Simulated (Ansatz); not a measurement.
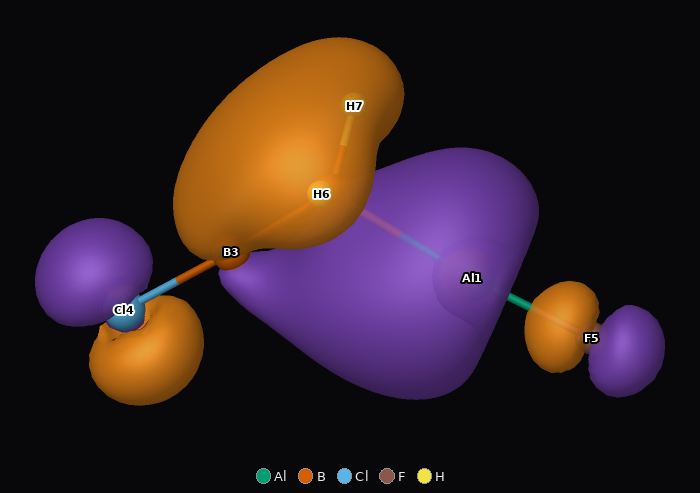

*AlB₂ClFH₂ (SMILES [F][Al+][BH2-][B+]Cl) (charge +1). The HOMO at ±0.08 Å⁻³ᐟ² (orange and purple are the two phases), seen at a tilt.*

Geometry: r2SCAN-D4/def2-SVP.

These are results of isolated molecule in a Gaussian basis; Kohn-Sham density functional theory, functional PBE0 in Ansatz 0.2.0, not measurements.

Input file:

```
crystal:
  periodic: [false, false, false]
  atoms:
    - {symbol: Al, position_ang: [-0.955228, -1.003837, -1.394163]}
    - {symbol: B, position_ang: [-0.598664, 0.406080, 0.012123]}
    - {symbol: B, position_ang: [-0.701719, -0.200864, 1.483888]}
    - {symbol: Cl, position_ang: [-0.793571, -0.766105, 3.023902]}
    - {symbol: F, position_ang: [-1.220895, -2.034422, -2.632206]}
    - {symbol: H, position_ang: [0.541930, 0.738506, -0.260138]}
    - {symbol: H, position_ang: [-1.492772, 1.203886, -0.210725]}
basis:
  gaussian:
    orbitals: def2-TZVPD
total_charge: 1
hamiltonian:
  xc: {name: PBE0}
output: {forces: true, orbitals: {seedname: orbitals}}
```

Command:

```sh
ansatz run input.yaml --threads 1 --pin off --max-ram 2610MiB --events-out events.jsonl --progress --plain --runs-dir runs
```

**Describe this orbital and give its energy.**

Its weight (Hirshfeld) is mainly on Al1 (about 35 %), B2 (about 30 %), B3 (about 10 %), Cl4 (about 5 %), H6 (about 5 %) and H7 (about 5 %). Its energy is −13.82 eV.
